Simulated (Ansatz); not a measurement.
# CaSnSe3 (model cell, started as cubic perovskite with Sn in the octahedra): following an unstable mode, part 2 of 3

Which phase does CaSnSe3 (model cell, started as cubic perovskite with Sn in the octahedra) fall into along its unstable mode, and how much energy does it gain?

Ansatz 0.2.0; DFT PBEsol, scalar-relativistic, plane waves, PAW; PAW set soft_1.

So far, highest frequency on the path or at a solved wavevector (cm⁻¹): step 2 (response at finite wavevector) 236. Also lowest frequency on the path (cm⁻¹): step 2 -118.

The structure was built from a prototype and need not be the compound's stable phase.

## (4) The mode frozen in, largest atomic shift 0.6 Å

The atoms are moved along the unstable eigenvector, the largest shift by 0.6 Å, with the cell fixed.

Contents of input.yaml:

```yaml
crystal:
  lattice:
    - [5.2086939713, 5.2086939713, 0.0]
    - [5.2086939713, 0.0, 5.2086939713]
    - [5.2086939713, 0.0, -5.2086939713]
  atoms:
    - { symbol: Ca, position: [-0.066506146, 0.033253073, 0.0997592189] }
    - { symbol: Ca, position: [0.066506146, 0.466746927, 0.4002407811] }
    - { symbol: Sn, position: [0.5, 0.25, 0.75] }
    - { symbol: Sn, position: [0.5, 0.75, 0.25] }
    - { symbol: Se, position: [0.4793919304, 0.0206080696, 1.0206080696] }
    - { symbol: Se, position: [0.5206080696, 0.4793919304, 0.4793919304] }
    - { symbol: Se, position: [0.0, 0.0, 0.4793919304] }
    - { symbol: Se, position: [0.0, 0.5, 1.0206080696] }
    - { symbol: Se, position: [0.4793919304, 0.5, 1.0206080696] }
    - { symbol: Se, position: [0.5206080696, 0.0, 0.4793919304] }
kpoints:
  mp_grid: { grid: [8, 8, 8] }
hamiltonian:
  xc: pbesol
  pseudopotentials: { kind: paw, azcp: { folder: soft_1 }, xc_functional: pbe }
scf:
  occupations: { method: methfessel_paxton, width: 0.2 }
output:
  forces: true
  stress: true
  eigenvalues: true
```

The run is started by

```
ansatz run input.yaml --threads 4 --pin off --max-ram 16384MiB --backend cpu --events-out ev --progress --plain --runs-dir out
```

Numbers of over 12 decimals in the logs are rounded to 6 here.

Log:

```text
[...]
Crystal: 10 atoms, lattice volume = 282.629 Å³
Basis set: ecut = 420 eV, 5577 PW (Γ), exchange–correlation on 100×100×100 points (8 copies of the dense FFT grid, shifted against one another)
Bands: 87, of which v1, the nominal top of the filled ones, is band 72 counted from 1 (71 counted from 0)
Symmetry: 12 space group operations
[...]
k-points: 65 of 512
[...]
k-point 0: bands = [... 68 lower, 6.1442, 6.1442, 6.9797, 6.9797, 7.3523, 8.7266, 9.0022, 9.1425, ... 11 higher]
  k-point 1: bands = [... 68 lower, 6.1188, 6.1188, 6.8579, 6.8579, 7.2940, 8.8088, 8.9229, 9.2599, ... 11 higher]
  k-point 2: bands = [... 68 lower, 6.1279, 6.1279, 6.6723, 6.6723, 7.1410, 8.2649, 9.3568, 9.6223, ... 11 higher]
  k-point 64: bands = [... 68 lower, 5.8660, 6.0346, 6.1287, 6.8730, 8.1408, 8.4139, 9.7278, 10.1201, ... 11 higher]
[key lines of the parts left out:]
SCF converged after 10 iterations
Free energy (F): -48038.359276 eV
Fermi energy:    6.888742 eV
P = ⅓ Tr σ = 1.7100 GPa (17.100 kbar)
```

Elapsed: 32 s, on 4 threads of Arm Neoverse V2, shared host; peak memory 1.5 GiB; 2.1 min of CPU time.

Numbers from this step:

- pressure: 1.710 GPa
- energy from the undistorted cell: -68.64 meV/atom

The energy, extrapolated to zero smearing, is -68.64 meV/atom against the undistorted cell.

The run ends at a pressure of 1.71 GPa, with forces up to 0.41 eV/Å.

## (5) Energy along the mode, all amplitudes (two of the runs are shown above)

An imaginary frequency means negative curvature, so the energy should fall and then rise again as anharmonic terms take over.

This step gave:

```yaml
depth_at_the_lowest_point_sampled: 68.64 meV/atom
largest_atomic_shift_at_that_point: 0.6 Å
```

Energy from the parent against largest atomic shift:

```tsv
largest atomic shift (Å)	energy from the parent (meV/atom)
0.000	0
0.040	-0.439
0.080	-1.75
0.140	-5.30
0.220	-12.8
0.320	-25.7
0.450	-46.2
0.600	-68.6
```

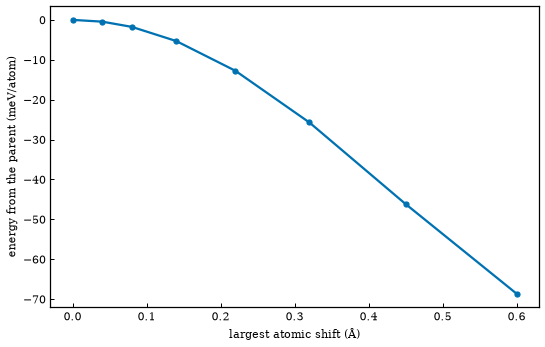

Energy from the parent, plotted against largest atomic shift.

Displacement at unit largest shift by atom:

```tsv
atom	x (Å)	y (Å)	z (Å)	size
Ca1	0.577	-0.577	-0.577	0.999
Ca2	-0.577	0.577	0.577	0.999
Sn3	0.000	0.000	0.000	0.000
Sn4	0.000	0.000	0.000	0.000
Se5	0.179	-0.179	0.000	0.253
Se6	-0.179	0.179	0.000	0.253
Se7	-0.179	0.000	0.179	0.253
Se8	0.179	0.000	-0.179	0.253
Se9	0.000	-0.179	-0.179	0.253
Se10	0.000	0.179	0.179	0.253
```

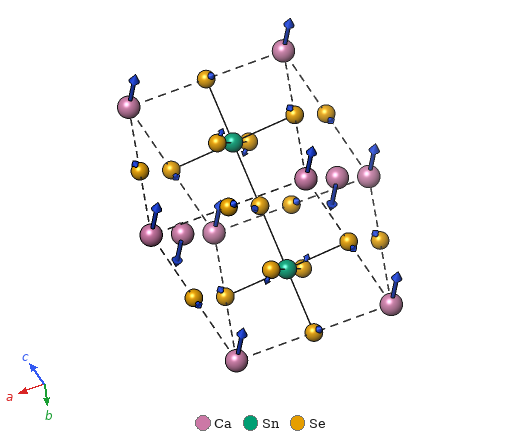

Displacement at unit largest shift as arrows, the longest 0.999 Å. Some periodic images of atoms are drawn too.

The lowest of the steps tried is the last one, at 0.6 Å, 68.6 meV/atom below the parent; the bottom of the well need not coincide with a step.

## (6) Relaxing from the distorted cell

Starting from the lowest point found, all atoms and the cell are let go, so that strain and other modes of the same symmetry can join in.

Changes to input.yaml since step 4:

```diff
@@ -27 +27,6 @@
   eigenvalues: true
+relax:
+  adjacent_minimum: "off"
+  f_tol: 0.002
+  max_steps: 120
+  cell: { stress_tol: 0.03 }
```

Log:

```text
[...]
Crystal: 10 atoms, lattice volume = 282.629 Å³
Basis set: ecut = 420 eV, 5577 PW (Γ), exchange–correlation on 100×100×100 points (8 copies of the dense FFT grid, shifted against one another)
Bands: 87, of which v1, the nominal top of the filled ones, is band 72 counted from 1 (71 counted from 0)
Symmetry: 12 space group operations
[...]
k-points: 65 of 512
[...]
SCF iter   1: F=—  HF=-48042.703227 eV  |F-HF|=—  |Δ(HF+E_count)|=         —  Δρ=5.19e-2  dr2=1.98e1  ethr=3.10e-3  ⟨swp⟩=8.9  Hψ=24519  notcnv=0
[...]
SCF iter  10: F=-48038.359276 eV  HF=-48038.359276 eV  |F-HF|=4.22e-10  |Δ(HF+E_count)|=   1.44e-8  S|Δr|=    0.00e0  Δρ=1.18e-6  dr2=4.86e-9  ethr=6.94e-11  ⟨swp⟩=4.6  Hψ=16999  notcnv=0
SCF 1 converged in 10 iterations: F = -48038.359276 eV  dr2 = 4.86e-9
[...]
relax step   1: F+E_penalty+E_count = -48038.35927566 eV  Δ(F+E_penalty+E_count) = +0.000e0 eV  max|allowed force component| = 2.389e-1 eV/Å  Δτ_max = 0.0000 Å  P = +1.710 GPa  Ω = 282.629 Å³  (10 SCF iters, dr2 threshold 1.00e-7 eV, accepted)
Crystal: 10 atoms, lattice volume = 299.626 Å³
Basis set: ecut = 420 eV, 5895 PW (Γ), exchange–correlation on 100×100×100 points (8 copies of the dense FFT grid, shifted against one another)
[...]
SCF iter   6: F=-48038.711215 eV  HF=-48038.711215 eV  |F-HF|=4.56e-7  |Δ(HF+E_count)|=   1.99e-6  S|Δr|=    0.00e0  Δρ=1.24e-5  dr2=5.66e-7  ethr=6.94e-10  ⟨swp⟩=7.4  Hψ=32728  notcnv=0
SCF 2 converged in 6 iterations: F = -48038.711215 eV  dr2 = 5.66e-7
[...]
relax step   2: F+E_penalty+E_count = -48038.71121543 eV  Δ(F+E_penalty+E_count) = -3.519e-1 eV  max|allowed force component| = 2.060e-1 eV/Å  Δτ_max = 0.1168 Å  P = -0.230 GPa  Ω = 299.626 Å³  energy of the carried Pulay correction = -8.717e-4 eV  (6 SCF iters, dr2 threshold 1.00e-6 eV, accepted)
Crystal: 10 atoms, lattice volume = 299.539 Å³
Basis set: ecut = 420 eV, 5889 PW (Γ), exchange–correlation on 100×100×100 points (8 copies of the dense FFT grid, shifted against one another)
[...]
SCF iter   7: F=-48038.614860 eV  HF=-48038.614859 eV  |F-HF|=2.83e-7  |Δ(HF+E_count)|=   6.79e-6  S|Δr|=    0.00e0  Δρ=7.42e-6  dr2=2.69e-7  ethr=6.94e-10  ⟨swp⟩=12.4  Hψ=32652  notcnv=0
SCF 3 converged in 7 iterations: F = -48038.614860 eV  dr2 = 2.69e-7
relax step   3: F+E_penalty+E_count = -48038.61485976 eV  Δ(F+E_penalty+E_count) = +9.636e-2 eV  max|allowed force component| = 5.584e-1 eV/Å  Δτ_max = 0.1963 Å  P = +2.138 GPa  Ω = 299.539 Å³  energy of the carried Pulay correction = -8.674e-4 eV  (7 SCF iters, dr2 threshold 1.00e-6 eV, rejected (line search))
[...]
relax step   4: F+E_penalty+E_count = -48038.79547792 eV  Δ(F+E_penalty+E_count) = -8.426e-2 eV  max|allowed force component| = 6.568e-2 eV/Å  Δτ_max = 0.0951 Å  P = -0.082 GPa  Ω = 302.469 Å³  energy of the carried Pulay correction = -1.013e-3 eV  (11 SCF iters, accepted)
[...]
relax step   5: F+E_penalty+E_count = -48038.81616728 eV  Δ(F+E_penalty+E_count) = -2.069e-2 eV  max|allowed force component| = 5.054e-2 eV/Å  Δτ_max = 0.0298 Å  P = -0.048 GPa  Ω = 303.724 Å³  energy of the carried Pulay correction = -1.074e-3 eV  (6 SCF iters, dr2 threshold 3.35e-7 eV, accepted)
[...]
relax step   6: F+E_penalty+E_count = -48038.81697899 eV  Δ(F+E_penalty+E_count) = -8.117e-4 eV  max|allowed force component| = 1.823e-2 eV/Å  Δτ_max = 0.0067 Å  P = +0.012 GPa  Ω = 303.914 Å³  energy of the carried Pulay correction = -1.084e-3 eV  (5 SCF iters, dr2 threshold 1.60e-7 eV, accepted)
[...]
relax step   7: F+E_penalty+E_count = -48038.81714287 eV  Δ(F+E_penalty+E_count) = -1.639e-4 eV  max|allowed force component| = 1.669e-3 eV/Å  Δτ_max = 0.0053 Å  P = -0.008 GPa  Ω = 304.004 Å³  energy of the carried Pulay correction = -1.088e-3 eV  (6 SCF iters, dr2 threshold 2.08e-8 eV, accepted)
Basis set: ecut = 420 eV, 5915 PW (Γ), exchange–correlation on 100×100×108 points (8 copies of the dense FFT grid, shifted against one another)
[...]
SCF iter   8: F=-48038.818677 eV  HF=-48038.818677 eV  |F-HF|=7.28e-12  |Δ(HF+E_count)|=  2.33e-10  S|Δr|=    0.00e0  Δρ=7.62e-8  dr2=2.98e-11  ethr=1.00e-12  ⟨swp⟩=4.3  Hψ=22025  notcnv=0
SCF 8 converged in 8 iterations: F = -48038.818677 eV  dr2 = 2.98e-11
relax step   8: F+E_penalty+E_count = -48038.81867741 eV  Δ(F+E_penalty+E_count) = -1.535e-3 eV  max|allowed force component| = 1.647e-3 eV/Å  Δτ_max = 0.0000 Å  P = -0.003 GPa  Ω = 304.004 Å³  stress off target by 9.57e-3 GPa  SCF on the basis re-selected at this cell (its energy is not comparable with the rows above)  (8 SCF iters)
basis re-selected at this cell: Δ(F+E_penalty+E_count) = -1.535e-3 eV, ΔP = +0.005 GPa vs the last step (what re-selecting the basis moved, of the pressure what is left beyond the Pulay correction that the steps carried, after the strain that the cell walked since its last selection, with what the two solves' SCF thresholds leave and, on support functions, any second-order correction that the steps lacked; it is no measure of the basis error at this ecutwfc). The dense FFT grid was sized anew with the basis: this SCF ran on 50×50×54 points, the steps before it on 50×50×50, so part of this shift can come from that change (see relax.cell in the input reference). [rest of the remark cut]
SCF converged after 8 iterations
[...]
Free energy (F): -48038.818677 eV
[...]
Internal energy: -48038.812337 eV  (E = F + TS)
E sigma→0 (E₀):  -48038.817092 eV
Entropy (-TS):   -0.006341 eV (-0.634 meV/atom)
Fermi energy:    6.030170 eV
Step filling:    the computed levels leave a gap of 0.0028 eV = 0.0 smearing widths at the electron count; against every level under it full and every level over it empty, smearing changes F+E_penalty+E_count by -3.050 meV and its σ→0 estimate by -1.465 meV
[...]
--- Forces (eV/Å), atoms counted from 1 ---
  atom   1  Ca    -0.00164748     0.00164748     0.00164748
  atom   2  Ca     0.00164748    -0.00164748    -0.00164748
  atom   3  Sn     0.00000000     0.00000000    -0.00000000
  atom   4  Sn     0.00000000     0.00000000     0.00000000
  atom   5  Se     0.00102406    -0.00102406     0.00019593
  atom   6  Se    -0.00102406     0.00102406    -0.00019593
  atom   7  Se    -0.00102406    -0.00019593     0.00102406
  atom   8  Se     0.00102406     0.00019593    -0.00102406
  atom   9  Se    -0.00019593    -0.00102406    -0.00102406
  atom  10  Se     0.00019593     0.00102406     0.00102406
  max |Σ_I F_I| component: 8.67e-19 eV/Å
--- Stress (GPa, compression-positive) ---
       -0.002884      -0.006225      -0.006225
       -0.006225      -0.002884       0.006225
       -0.006225       0.006225      -0.002884
  P = ⅓ Tr σ = -0.0029 GPa (-0.029 kbar)
--- Band table (eV; the first three rows and the last of 65) ---
  k-point 0: bands = [... 68 lower, 5.4867, 5.4867, 5.9483, 5.9483, 6.4580, 7.6907, 8.0355, 8.0355, ... 11 higher]
  k-point 1: bands = [... 68 lower, 5.4966, 5.4966, 5.9197, 5.9197, 6.4310, 7.6512, 8.1787, 8.3474, ... 11 higher]
  k-point 2: bands = [... 68 lower, 5.5218, 5.5218, 5.8565, 5.8565, 6.3623, 7.2035, 8.4271, 8.9124, ... 11 higher]
  k-point 64: bands = [... 68 lower, 4.9593, 5.1037, 5.2633, 5.7974, 6.9501, 7.5028, 8.8493, 9.1159, ... 11 higher]
--- Relaxed structure (7 steps of the walk, 6 accepted, 1 SCFs on fresh bases) ---
  F+E_penalty+E_count = -48038.81867741 eV   max|allowed force component| = 1.647e-3 eV/Å   (the final SCF, on the basis selected at the relaxed cell)
  cell:  # Å, volume = 304.0040 Å³
    - [5.156236, 5.156236, 0.0]
    - [5.156236, 0.0, 5.156236]
    - [5.530215, -0.373979, -5.530215]
  atoms:
    - { symbol: Ca, position: [-0.094405, 0.047202, 0.141607] }
    - { symbol: Ca, position: [0.094405, 0.452798, 0.358393] }
    - { symbol: Sn, position: [0.500000, 0.250000, 0.75] }
    - { symbol: Sn, position: [0.500000, 0.750000, 0.250000] }
    - { symbol: Se, position: [0.465227, 0.034061, 1.035486] }
    - { symbol: Se, position: [0.534773, 0.465939, 0.464514] }
    - { symbol: Se, position: [0.00142451, -0.000712254, 0.464514] }
    - { symbol: Se, position: [-0.00142451, 0.500712, 1.035486] }
    - { symbol: Se, position: [0.465227, 0.500712, 1.035486] }
    - { symbol: Se, position: [0.534773, -0.000712254, 0.464514] }
```

Run time: 4.1 min. Hardware: 4 threads; peak memory 1.6 GiB.

Step by step:

```tsv
step	energy less that of the first step (eV)	largest force component (eV/Å)	pressure (GPa)	volume (Å³)
1	0.0000	0.2389	1.71	282.63
2	-0.3519	0.2060	-0.23	299.63
3	-0.2556	0.5584	2.14	299.54
4	-0.4362	0.0657	-0.08	302.47
5	-0.4569	0.0505	-0.05	303.72
6	-0.4577	0.0182	0.01	303.91
7	-0.4579	0.0017	-0.01	304.00
8*	-0.4594	0.0016	0.00	304.00
```

Relaxation steps marked * repeat the geometry before them on a plane-wave basis chosen anew for their cell, so energy and pressure can jump there. Relaxation step 3 was tried and not accepted.

Forces are held to the 12 operations that the run works with; a distortion that breaks them can't arise in this run.

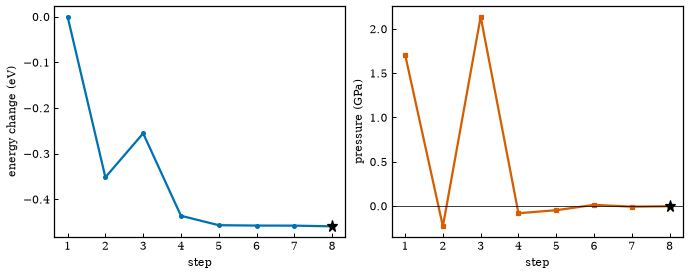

Energy and pressure along the relaxation. Stars mark steps on a basis chosen anew.

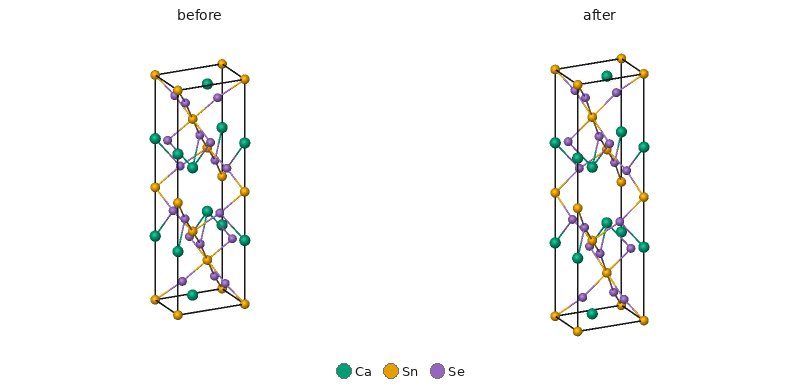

The structure before and after the relaxation, drawn at the same scale. Bonds to atoms that aren't drawn are left out.

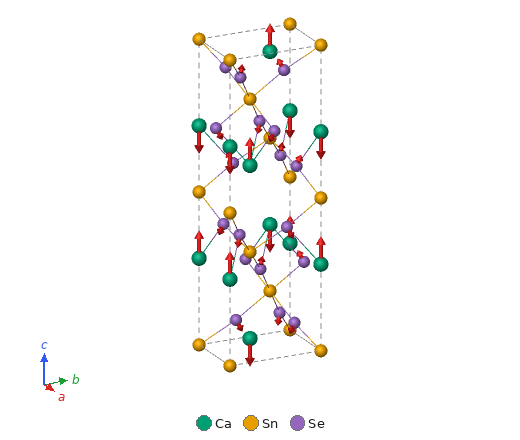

Displacements in the relaxation, exaggerated, measured against the changing cell; the longest in the cell stands for 0.28 Å. Bonds to atoms that aren't drawn are left out. Some periodic images of atoms are drawn too.

```tsv
conventional cell, symmetrised	before	after	change
a (Å)	7.366	7.292	-1.0 %
b (Å)	7.366	7.292	-1.0 %
c (Å)	18.043	19.805	+9.8 %
volume (Å³/atom)	28.26	30.40	+7.6 %
```

The atoms that moved most (Å, as changes of fractional coordinates times the final cell):

```tsv
atom	dx	dy	dz	length
Ca1	0.160	-0.160	-0.160	0.276
Ca2	-0.160	0.160	0.160	0.276
Se5	0.079	-0.079	-0.013	0.112
Se6	-0.079	0.079	0.013	0.112
Se7	-0.079	0.013	0.079	0.112
Se9	0.013	-0.079	-0.079	0.112
Se8	0.079	-0.013	-0.079	0.112
Se10	-0.013	0.079	0.079	0.112
```

This step gave:

* pressure: -0.002884 GPa
* volume per atom: 30.40 Å³

The distorted start has space group R-3m; the relaxation ends in R-3m.

## (7) The new phase in its own primitive cell

The relaxed structure is symmetrised, reduced to its primitive cell and relaxed tightly, as its phonons need.

Contents of input.yaml:

```yaml
crystal:
  lattice:
    - [3.6460093115, 2.1050244575, 6.6016595842]
    - [-3.6460093115, 2.1050244575, 6.6016595842]
    - [0.0, -4.2100489149, 6.6016595842]
  atoms:
    - { symbol: Ca, position: [0.7027976996, 0.7027976996, 0.7027976996] }
    - { symbol: Ca, position: [0.2972023004, 0.2972023004, 0.2972023004] }
    - { symbol: Sn, position: [0.5, 0.5, 0.5] }
    - { symbol: Sn, position: [0.0, 0.0, 0.0] }
    - { symbol: Se, position: [0.2492877459, 0.7159389662, 0.2492877459] }
    - { symbol: Se, position: [0.7507122541, 0.2840610338, 0.7507122541] }
    - { symbol: Se, position: [0.7507122541, 0.7507122541, 0.2840610338] }
    - { symbol: Se, position: [0.2492877459, 0.2492877459, 0.7159389662] }
    - { symbol: Se, position: [0.7159389662, 0.2492877459, 0.2492877459] }
    - { symbol: Se, position: [0.2840610338, 0.7507122541, 0.7507122541] }
kpoints:
  mp_grid: { grid: [6, 6, 6] }
hamiltonian:
  xc: pbesol
  pseudopotentials: { kind: paw, azcp: { folder: soft_1 }, xc_functional: pbe }
scf:
  occupations: { method: methfessel_paxton, width: 0.2 }
output:
  forces: true
  stress: true
  eigenvalues: true
relax:
  adjacent_minimum: "off"
  f_tol: 0.001
  max_steps: 60
  cell: { stress_tol: 0.01 }
```

Log:

```text
[...]
Crystal: 10 atoms, lattice volume = 304.004 Å³
Basis set: ecut = 420 eV, 5915 PW (Γ), exchange–correlation on 108×108×108 points (8 copies of the dense FFT grid, shifted against one another)
Bands: 87, of which v1, the nominal top of the filled ones, is band 72 counted from 1 (71 counted from 0)
Symmetry: 12 space group operations
[...]
k-points: 32 of 216
[...]
- { symbol: Sn, position: [0.500000, 0.500000, 0.5] }
    - { symbol: Sn, position: [0, 0, 0] }
    - { symbol: Se, position: [0.249367, 0.715467, 0.249367] }
    - { symbol: Se, position: [0.750633, 0.284533, 0.750633] }
    - { symbol: Se, position: [0.750633, 0.750633, 0.284533] }
    - { symbol: Se, position: [0.249367, 0.249367, 0.715467] }
    - { symbol: Se, position: [0.715467, 0.249367, 0.249367] }
    - { symbol: Se, position: [0.284533, 0.750633, 0.750633] }
[key lines of the parts left out:]
SCF converged after 10 iterations
Free energy (F): -48038.816809 eV
Fermi energy:    6.040289 eV
P = ⅓ Tr σ = 0.0000 GPa (0.000 kbar)
```

The job ended after 69 s (4 threads; peak memory 1.3 GiB; 4.5 min of CPU time).

Little changed from the start: no atom moved by 0.005 Å and no cell edge by 0.1 %.

This step gave:

```yaml
pressure: 4.88e-5 GPa
volume_per_atom: 30.39 Å³
```

The largest force component left is 0.39 meV/Å and the pressure is 0.000 GPa, within the tolerances set. The cell now holds 30.39 Å³/atom.

(Continued in part 3 of 3.)

[Logs are printed without paths, hosts, clocks, repeated set-up lines and the standing remarks that a program may print on its own settings, such as how far it seeks lower states.]

[Hosts, paths, dates, database ids (printed as entryN), source tags and the programs' standing remarks are cut or masked in the printed files.]
